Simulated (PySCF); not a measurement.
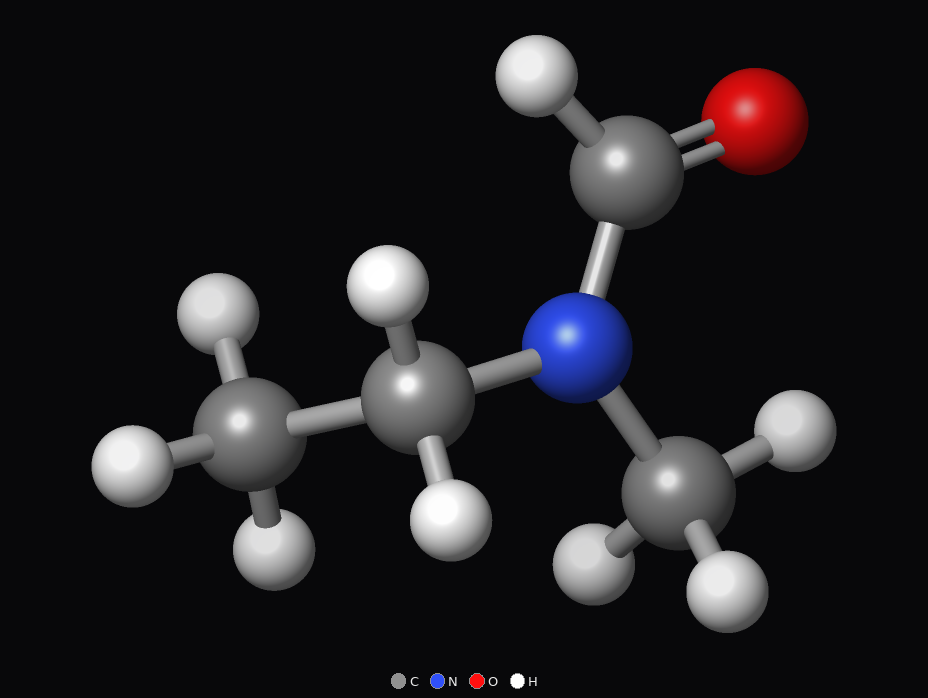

Rendered structure (ball-and-stick style). Double and triple bonds are drawn as two and three sticks.

The computed structure is the end point of a GFN2-xTB optimisation. No frequency run is at hand to confirm it as a minimum.

Which formula does it have?

Answer. C₄H₉NO, 15 atoms: 4 carbon, 9 hydrogen, 1 nitrogen and 1 oxygen.

How many bonds of each kind are drawn?

Answer. 9 C–H, 3 C–N, 1 C–C, 1 C–O.

More results for the same structure follow; atom numbers are the same in all pictures, views and colours differ.

## Polarisability

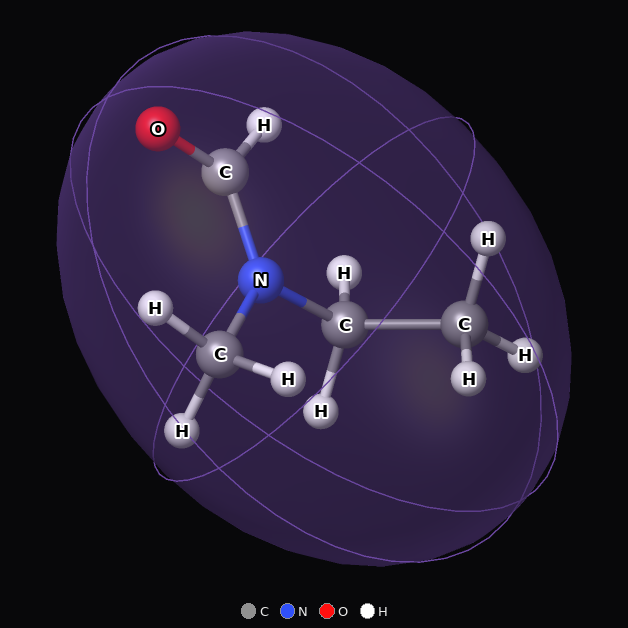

The ellipsoid shows the static dipole polarisability: its half-axes are proportional to the principal values. No frequency run is at hand to confirm it as a minimum. Method: ωB97X-D/def2-SVPD (PySCF 2.14.0).

How large and how anisotropic is the polarisability?

Answer. Principal values 50.2, 61.0, 73.2 bohr³; mean 61.5 bohr³ (9.11 Å³); anisotropy 19.9 bohr³, so the longest axis is 1.46 times the shortest.

## Core levels

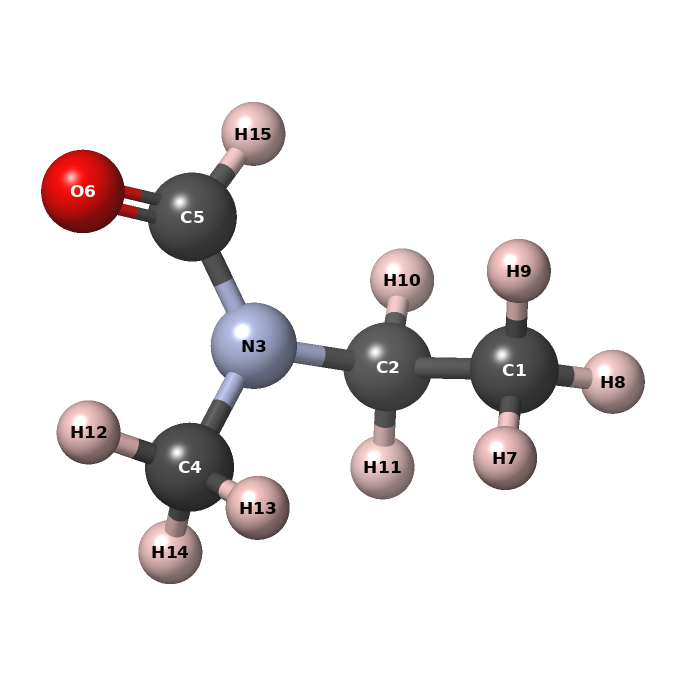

No frequency run is at hand to confirm it as a minimum. Method: delta-SCF UKS SCAN, pcX-2 on the ionised atom, pcseg-1 elsewhere, spin-free X2C (PySCF 2.14.0).

Give the core-electron binding energies (to vacuum) of C1 1s, C2 1s, N3 1s, C4 1s, C5 1s, O6 1s.

```json
{"atom": "C1", "level": "1s", "binding energy (eV)": "290.9"}
{"atom": "C2", "level": "1s", "binding energy (eV)": "292.1"}
{"atom": "N3", "level": "1s", "binding energy (eV)": "405.7"}
{"atom": "C4", "level": "1s", "binding energy (eV)": "291.8"}
{"atom": "C5", "level": "1s", "binding energy (eV)": "293.3"}
{"atom": "O6", "level": "1s", "binding energy (eV)": "536.7"}
```

## Excitation

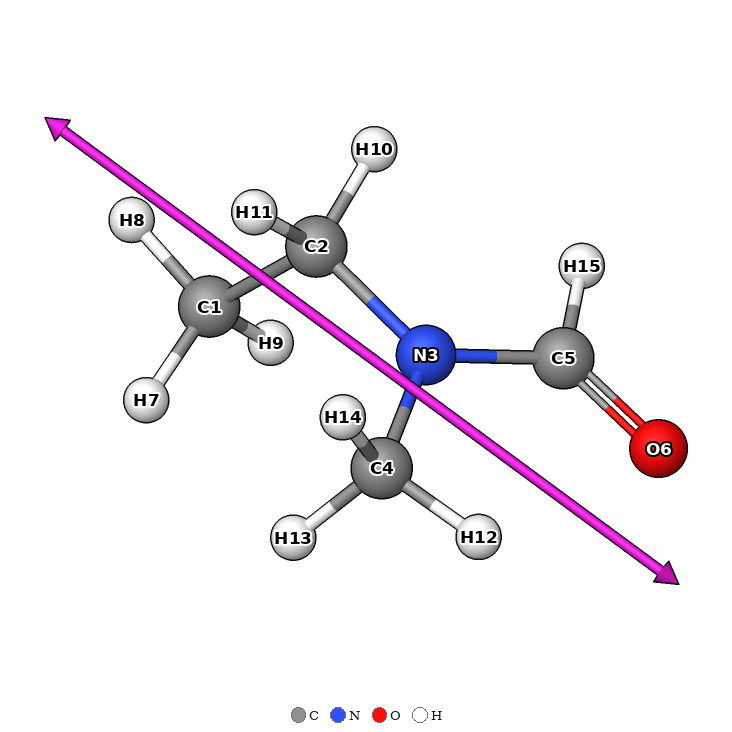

The double arrow shows the direction of the transition dipole to excited singlet state 4 (its length means nothing). No frequency run is at hand to confirm it as a minimum. Level of theory: TDDFT ωB97X-D/def2-SVPD, vertical, gas phase, core orbitals frozen in the response (PySCF 2.14.0).

Give its energy, strength and character.

Answer. 7.72 eV (161 nm), oscillator strength 0.049, mainly HOMO−1 → LUMO (weight 0.55); transition dipole 1.30 D.
